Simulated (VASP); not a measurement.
Band structure of TiC (relaxed from the CsCl structure, space group Pm-3m). Method: r2SCAN meta-GGA, VASP's PBE PAW potentials (set 64) (plane waves; VASP).

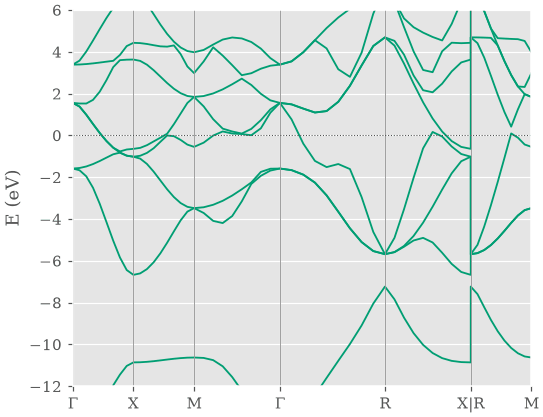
Figure. Bands along high-symmetry lines, zero at the valence-band maximum or, without a gap, the Fermi level

### Question
Read the plot: is there a gap, and where are the band edges?

### Answer
It has no gap at this level: it comes out as a metal or semimetal.

The structure was generated: TiC was put into the CsCl type (Pm-3m), which need not be its known phase. It was relaxed first, which changed the volume by -13 %.
